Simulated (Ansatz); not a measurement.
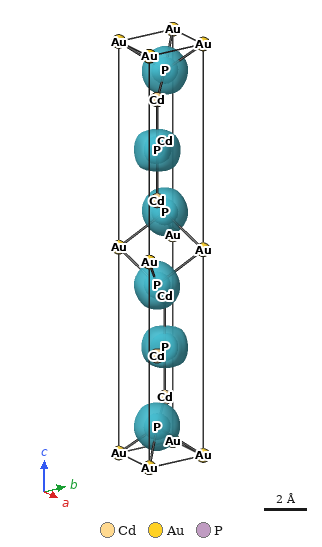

The picture shows: Cd3P3Au. Isosurface of the electron localisation function at 0.7 (cyan), seen slightly off an axis. Core shells are left out. Sticks mark near contacts.

Space group P6₃/mmc; built by placing these elements on a known structure type; not relaxed (largest force 1.2 eV/Å); computed pressure about 4 GPa in this cell.

Method: DFT, PAW plane waves, PBE (Ansatz).

Core electrons are frozen (PAW), and the valence fields are smoothed inside the atomic spheres.

```cif
data_structure
_symmetry_space_group_name_H-M 'P 1'
_symmetry_Int_Tables_number 1
_cell_length_a 4.1375
_cell_length_b 4.1375
_cell_length_c 20.2721
_cell_angle_alpha 90.000
_cell_angle_beta 90.000
_cell_angle_gamma 120.000
_cell_volume 300.54
loop_
_atom_site_label
_atom_site_type_symbol
_atom_site_fract_x
_atom_site_fract_y
_atom_site_fract_z
_atom_site_occupancy
Cd1 Cd 0.33333 0.66667 0.12724 1
Cd2 Cd 0.66667 0.33333 0.62724 1
Cd3 Cd 0.33333 0.66667 0.37276 1
Cd4 Cd 0.66667 0.33333 0.87276 1
Au1 Au 0.00000 0.00000 0.00000 1
Au2 Au 0.00000 0.00000 0.50000 1
P1 P 0.33333 0.66667 0.57775 1
P2 P 0.66667 0.33333 0.07775 1
P3 P 0.33333 0.66667 0.92225 1
P4 P 0.66667 0.33333 0.42225 1
Cd5 Cd 0.33333 0.66667 0.75000 1
Cd6 Cd 0.66667 0.33333 0.25000 1
P5 P 0.33333 0.66667 0.25000 1
P6 P 0.66667 0.33333 0.75000 1
```

Describe the localisation domains.

Answer. At this value the surface marks out six regions wrapped around P (the valence shell of each), counted in one cell of 14 atoms. Any copies at cell faces, edges or corners count once.

Values along the shortest contacts:
Cd–P (2.39 Å): the ELF peaks at about 0.85 in the valence shell of P, 0.8 Å from its nucleus, and is about 0.40 at the midpoint. P–Au (2.86 Å): the ELF peaks at about 0.85 in the valence shell of P, 0.8 Å from its nucleus, and drops to about 0.25 between the two atoms.
